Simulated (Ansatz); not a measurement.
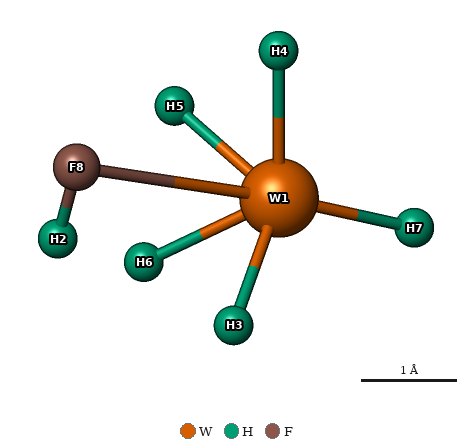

**Figure 1.** The input geometry (ball-and-stick view, seen at a tilt; atoms are numbered from 1 in the order of the input). Sticks mark near contacts. Bond lengths as drawn: F–H 0.95 Å, F–W 2.63 Å and H–W 1.68 to 1.73 Å.

WH6F: nudged elastic band (part 1 of 2)

- system: WH6F, multiplicity 2
- method: UKS PBE-D4/def2-SVP (Ansatz 0.2.0)

The run did not end well. It belongs to a series of runs on one base structure; here: band between the two ends.

What the program printed
```
Engine: ansatz 0.2.0, aarch64-unknown-linux-gnu
Functional definition: PBE
  parameter kappa = 0.804
  parameter beta = 0.06672455060314922
  exchange = pbe_x(kappa = kappa, mu = beta*pi^2/3)
  correlation = pbe_c(beta = beta)
803 factors; their error is unknown
mean field evaluation 1: about -4630.7549 eV, gradient 2.1e1 eV
mean field evaluation 2: about -4628.3198 eV, gradient 3.5e1 eV
mean field evaluation 4: about -4632.7100 eV, gradient 4.1e0 eV
mean field evaluation 8: about -4632.8034 eV, gradient 6.9e-2 eV
mean field evaluation 16: about -4632.7637 eV, gradient 2.7e-4 eV
mean field -4632.76365734 eV, -170.2509242072 hartree, gradient 2.5e-5 eV, S^2 0.756363; 1 other end points of the search recorded, 0 dependent functions left out
the calculation of the forces begins
reference -4632.76371524 eV, -170.2509263351 hartree; 15, 14 occupied and 61, 62 virtual orbitals, 803 factors
803 factors; their error is unknown
mean field evaluation 32: about -4632.2112 eV, gradient 7.2e-2 eV
mean field -4632.21120130 eV, -170.2306218222 hartree, gradient 8.5e-6 eV, S^2 0.761139; 1 other end points of the search recorded, 0 dependent functions left out
[... from here on the field's lines of each further geometry are left out, up to the last ...]
NEB iter   1: max|band force component| = 8.042e0 eV/Å  barrier→ = 6.4747 eV  barrier← = 5.9102 eV  Δτ_max = 0.1969 Å  (1513 SCF iters)
NEB iter   2: max|band force component| = 5.638e0 eV/Å  barrier→ = 3.9652 eV  barrier← = 3.4007 eV  Δτ_max = 0.1934 Å  (340 SCF iters)
NEB iter   3: max|band force component| = 4.207e0 eV/Å  barrier→ = 3.2189 eV  barrier← = 2.6543 eV  Δτ_max = 0.2000 Å  (293 SCF iters)
NEB iter   4: max|band force component| = 1.738e0 eV/Å  barrier→ = 1.4639 eV  barrier← = 0.8994 eV  Δτ_max = 0.2000 Å  (273 SCF iters)
NEB iter   5: max|band force component| = 1.897e0 eV/Å  barrier→ = 0.5645 eV  barrier← = 0.0000 eV  Δτ_max = 0.1944 Å  (262 SCF iters)
NEB iter   6: max|band force component| = 7.515e0 eV/Å  barrier→ = 0.9676 eV  barrier← = 0.4031 eV  Δτ_max = 0.0998 Å  (254 SCF iters)
NEB iter   7: max|band force component| = 5.869e-1 eV/Å  barrier→ = 0.5645 eV  barrier← = 0.0000 eV  Δτ_max = 0.1553 Å  (242 SCF iters)
NEB iter   8: max|band force component| = 8.474e-1 eV/Å  barrier→ = 0.5645 eV  barrier← = 0.0000 eV  Δτ_max = 0.0781 Å  (242 SCF iters)
NEB iter   9: max|band force component| = 3.005e-1 eV/Å  barrier→ = 0.5181 eV  barrier← = -0.0464 eV  CI = image 7  Δτ_max = 0.1534 Å  (235 SCF iters)
NEB iter  10: max|band force component| = 6.108e-1 eV/Å  barrier→ = 0.4660 eV  barrier← = -0.0985 eV  CI = image 7  Δτ_max = 0.0797 Å  (242 SCF iters)
NEB iter  11: max|band force component| = 3.537e-1 eV/Å  barrier→ = 0.4499 eV  barrier← = -0.1146 eV  CI = image 7  Δτ_max = 0.1365 Å  (233 SCF iters)
NEB iter  12: max|band force component| = 4.040e-1 eV/Å  barrier→ = 0.4627 eV  barrier← = -0.1018 eV  CI = image 7  Δτ_max = 0.0703 Å  (223 SCF iters)
NEB iter  13: max|band force component| = 2.935e-1 eV/Å  barrier→ = 0.4353 eV  barrier← = -0.1293 eV  CI = image 7  Δτ_max = 0.1417 Å  (236 SCF iters)
NEB iter  14: max|band force component| = 2.548e-1 eV/Å  barrier→ = 0.3842 eV  barrier← = -0.1803 eV  CI = image 7  Δτ_max = 0.2000 Å  (234 SCF iters)
NEB iter  15: max|band force component| = 5.416e-1 eV/Å  barrier→ = 0.3296 eV  barrier← = -0.2349 eV  CI = image 7  Δτ_max = 0.1005 Å  (233 SCF iters)
NEB iter  16: max|band force component| = 3.138e-1 eV/Å  barrier→ = 0.3171 eV  barrier← = -0.2474 eV  CI = image 7  Δτ_max = 0.1028 Å  (236 SCF iters)
NEB iter  17: max|band force component| = 4.138e-1 eV/Å  barrier→ = 0.2847 eV  barrier← = -0.2798 eV  CI = image 7  Δτ_max = 0.0992 Å  (227 SCF iters)
NEB iter  18: max|band force component| = 6.218e-1 eV/Å  barrier→ = 0.2863 eV  barrier← = -0.2782 eV  CI = image 7  Δτ_max = 0.0500 Å  (231 SCF iters)
NEB iter  19: max|band force component| = 6.374e-1 eV/Å  barrier→ = 0.2779 eV  barrier← = -0.2866 eV  CI = image 7  Δτ_max = 0.1003 Å  (225 SCF iters)
NEB iter  20: max|band force component| = 6.267e-1 eV/Å  barrier→ = 0.2732 eV  barrier← = -0.2913 eV  CI = image 7  Δτ_max = 0.1952 Å  (228 SCF iters)
NEB iter  21: max|band force component| = 4.146e-1 eV/Å  barrier→ = 0.2778 eV  barrier← = -0.2867 eV  CI = image 7  Δτ_max = 0.1999 Å  (234 SCF iters)
NEB iter  22: max|band force component| = 6.525e-1 eV/Å  barrier→ = 0.2877 eV  barrier← = -0.2768 eV  CI = image 7  Δτ_max = 0.1971 Å  (228 SCF iters)
NEB iter  23: max|band force component| = 3.913e-1 eV/Å  barrier→ = 0.2961 eV  barrier← = -0.2684 eV  CI = image 7  Δτ_max = 0.1956 Å  (234 SCF iters)
NEB iter  24: max|band force component| = 5.755e-1 eV/Å  barrier→ = 0.2704 eV  barrier← = -0.2941 eV  CI = image 7  Δτ_max = 0.1965 Å  (236 SCF iters)
NEB iter  25: max|band force component| = 3.311e-1 eV/Å  barrier→ = 0.2749 eV  barrier← = -0.2897 eV  CI = image 7  Δτ_max = 0.1483 Å  (227 SCF iters)
NEB iter  26: max|band force component| = 5.891e-1 eV/Å  barrier→ = 0.2807 eV  barrier← = -0.2838 eV  CI = image 7  Δτ_max = 0.0760 Å  (229 SCF iters)
NEB iter  27: max|band force component| = 4.752e-1 eV/Å  barrier→ = 0.2869 eV  barrier← = -0.2776 eV  CI = image 7  Δτ_max = 0.0579 Å  (228 SCF iters)
NEB iter  28: max|band force component| = 5.263e-1 eV/Å  barrier→ = 0.3118 eV  barrier← = -0.2528 eV  CI = image 7  Δτ_max = 0.1507 Å  (228 SCF iters)
NEB iter  29: max|band force component| = 5.891e-1 eV/Å  barrier→ = 0.2934 eV  barrier← = -0.2711 eV  CI = image 7  Δτ_max = 0.1937 Å  (228 SCF iters)
NEB iter  30: max|band force component| = 4.659e-1 eV/Å  barrier→ = 0.2810 eV  barrier← = -0.2836 eV  CI = image 7  Δτ_max = 0.0991 Å  (239 SCF iters)
NEB iter  31: max|band force component| = 4.706e-1 eV/Å  barrier→ = 0.2690 eV  barrier← = -0.2955 eV  CI = image 7  Δτ_max = 0.1705 Å  (227 SCF iters)
NEB iter  32: max|band force component| = 6.028e-1 eV/Å  barrier→ = 0.2835 eV  barrier← = -0.2810 eV  CI = image 7  Δτ_max = 0.1983 Å  (234 SCF iters)
NEB iter  33: max|band force component| = 5.487e-1 eV/Å  barrier→ = 0.2249 eV  barrier← = -0.3396 eV  CI = image 7  Δτ_max = 0.1182 Å  (236 SCF iters)
NEB iter  34: max|band force component| = 5.372e-1 eV/Å  barrier→ = 0.2365 eV  barrier← = -0.3280 eV  CI = image 7  Δτ_max = 0.1983 Å  (227 SCF iters)
NEB iter  35: max|band force component| = 5.663e-1 eV/Å  barrier→ = 0.2071 eV  barrier← = -0.3574 eV  CI = image 7  Δτ_max = 0.1978 Å  (232 SCF iters)
NEB iter  36: max|band force component| = 4.144e-1 eV/Å  barrier→ = 0.1968 eV  barrier← = -0.3678 eV  CI = image 7  Δτ_max = 0.1998 Å  (244 SCF iters)
NEB iter  37: max|band force component| = 3.931e-1 eV/Å  barrier→ = 0.1317 eV  barrier← = -0.4328 eV  CI = image 7  Δτ_max = 0.2000 Å  (237 SCF iters)
NEB iter  38: max|band force component| = 3.248e-1 eV/Å  barrier→ = 0.0778 eV  barrier← = -0.4867 eV  CI = image 7  Δτ_max = 0.1758 Å  (239 SCF iters)
NEB iter  39: max|band force component| = 4.109e-1 eV/Å  barrier→ = 0.0761 eV  barrier← = -0.4885 eV  CI = image 7  Δτ_max = 0.0881 Å  (232 SCF iters)
NEB iter  40: max|band force component| = 3.602e-1 eV/Å  barrier→ = 0.0612 eV  barrier← = -0.5033 eV  CI = image 7  Δτ_max = 0.1753 Å  (227 SCF iters)
NEB iter  41: max|band force component| = 3.987e-1 eV/Å  barrier→ = 0.0620 eV  barrier← = -0.5026 eV  CI = image 7  Δτ_max = 0.1534 Å  (230 SCF iters)
NEB iter  42: max|band force component| = 4.775e-1 eV/Å  barrier→ = 0.0592 eV  barrier← = -0.5053 eV  CI = image 7  Δτ_max = 0.0771 Å  (234 SCF iters)
NEB iter  43: max|band force component| = 4.178e-1 eV/Å  barrier→ = 0.0688 eV  barrier← = -0.4957 eV  CI = image 7  Δτ_max = 0.0771 Å  (232 SCF iters)
NEB iter  44: max|band force component| = 4.236e-1 eV/Å  barrier→ = 0.0777 eV  barrier← = -0.4869 eV  CI = image 7  Δτ_max = 0.0773 Å  (232 SCF iters)
NEB iter  45: max|band force component| = 4.674e-1 eV/Å  barrier→ = 0.0865 eV  barrier← = -0.4781 eV  CI = image 7  Δτ_max = 0.0774 Å  (225 SCF iters)
NEB iter  46: max|band force component| = 5.045e-1 eV/Å  barrier→ = 0.0935 eV  barrier← = -0.4711 eV  CI = image 7  Δτ_max = 0.1545 Å  (230 SCF iters)
NEB iter  47: max|band force component| = 4.943e-1 eV/Å  barrier→ = 0.0985 eV  barrier← = -0.4660 eV  CI = image 7  Δτ_max = 0.1540 Å  (240 SCF iters)
NEB iter  48: max|band force component| = 5.275e-1 eV/Å  barrier→ = 0.1245 eV  barrier← = -0.4401 eV  CI = image 7  Δτ_max = 0.0772 Å  (235 SCF iters)
NEB iter  49: max|band force component| = 5.948e-1 eV/Å  barrier→ = 0.1446 eV  barrier← = -0.4199 eV  CI = image 7  Δτ_max = 0.0783 Å  (232 SCF iters)
NEB iter  50: max|band force component| = 7.310e-1 eV/Å  barrier→ = 0.1762 eV  barrier← = -0.3884 eV  CI = image 7  Δτ_max = 0.0779 Å  (232 SCF iters)
NEB iter  51: max|band force component| = 7.740e-1 eV/Å  barrier→ = 0.1820 eV  barrier← = -0.3825 eV  CI = image 7  Δτ_max = 0.1598 Å  (230 SCF iters)
NEB iter  52: max|band force component| = 7.644e-1 eV/Å  barrier→ = 0.1925 eV  barrier← = -0.3720 eV  CI = image 7  Δτ_max = 0.1969 Å  (243 SCF iters)
NEB iter  53: max|band force component| = 6.961e-1 eV/Å  barrier→ = 0.2078 eV  barrier← = -0.3567 eV  CI = image 7  Δτ_max = 0.1988 Å  (245 SCF iters)
NEB iter  54: max|band force component| = 6.070e-1 eV/Å  barrier→ = 0.2255 eV  barrier← = -0.3390 eV  CI = image 7  Δτ_max = 0.1973 Å  (242 SCF iters)
NEB iter  55: max|band force component| = 6.956e-1 eV/Å  barrier→ = 0.2199 eV  barrier← = -0.3446 eV  CI = image 7  Δτ_max = 0.1003 Å  (249 SCF iters)
NEB iter  56: max|band force component| = 6.837e-1 eV/Å  barrier→ = 0.2485 eV  barrier← = -0.3160 eV  CI = image 7  Δτ_max = 0.0998 Å  (230 SCF iters)
NEB iter  57: max|band force component| = 6.743e-1 eV/Å  barrier→ = 0.2806 eV  barrier← = -0.2839 eV  CI = image 7  Δτ_max = 0.1012 Å  (234 SCF iters)
NEB iter  58: max|band force component| = 6.490e-1 eV/Å  barrier→ = 0.2969 eV  barrier← = -0.2677 eV  CI = image 7  Δτ_max = 0.1006 Å  (227 SCF iters)
NEB iter  59: max|band force component| = 7.845e-1 eV/Å  barrier→ = 0.3114 eV  barrier← = -0.2531 eV  CI = image 7  Δτ_max = 0.0999 Å  (230 SCF iters)
the calculation of the forces begins
reference -4632.57377074 eV, -170.2439460034 hartree; 15, 14 occupied and 61, 62 virtual orbitals, 803 factors
these checks for a lower state are left out or cut short: starts, cluster_reference, orbital_swaps, neighbouring_geometries, increment
803 factors; their error is unknown
mean field -4632.46939998 eV, -170.2401104488 hartree, gradient 1.3e-5 eV, S^2 0.760741; 0 other end points of the search recorded, 0 dependent functions left out
the calculation of the forces begins
reference -4632.46945664 eV, -170.2401125310 hartree; 15, 14 occupied and 61, 62 virtual orbitals, 803 factors
NEB iter  60: max|band force component| = 5.551e-1 eV/Å  barrier→ = 0.2988 eV  barrier← = -0.2658 eV  CI = image 7  Δτ_max = 0.2000 Å  (228 SCF iters)
```

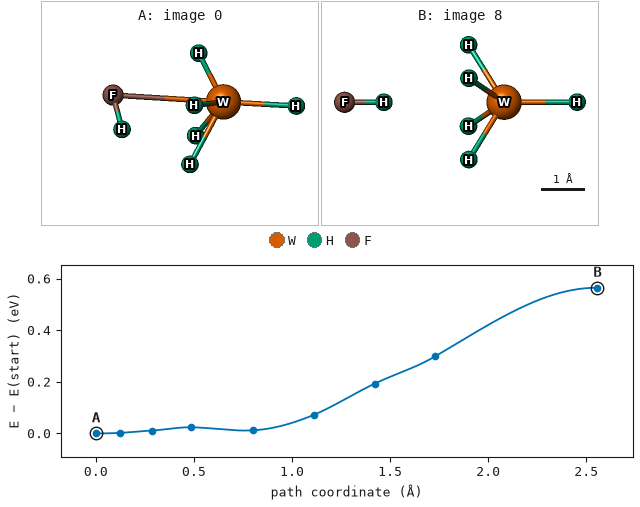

**Figure 2.** Images of the last band (counted from 0; ball-and-stick, seen at a tilt) above the energy along the path; the line is a cubic interpolation that uses the forces. No image lies above both ends; the end is 0.565 eV above the start. A local maximum stands at image 3, 0.024 eV from the start. The path is 2.56 Å long. The band had not converged after 60 iterations.
